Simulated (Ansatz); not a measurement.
## A computed series for MgSe: response to strain

Start from MgSe in the rock salt structure (space group Fm-3m, No. 225).

```yaml
crystal:
  lattice:
    - [0.00000, 2.73608, 2.73608]
    - [2.73608, 0.00000, 2.73608]
    - [2.73608, 2.73608, 0.00000]
  atoms:
    - { symbol: Se, position: [0.00000, 0.00000, 0.00000] }
    - { symbol: Mg, position: [0.50000, 0.50000, 0.50000] }
```

Strains are applied to the cell and any free atomic positions relax.

All numbers come from r2SCAN (Ansatz, a quantum-chemistry and plane-wave program), no SOC.

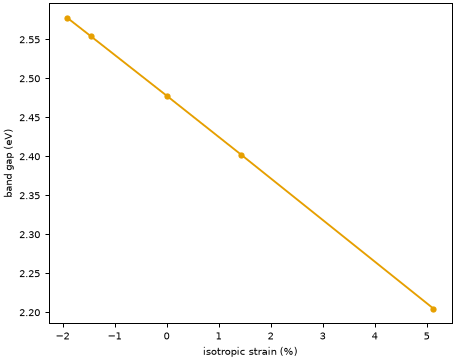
Figure: Band gap against isotropic strain

```csv
isotropic strain (%),band gap
-1.91,2.58 eV
-1.46,2.55 eV
1.44,2.40 eV
5.13,2.20 eV
```

Whether these cells are dynamically stable was not tested.
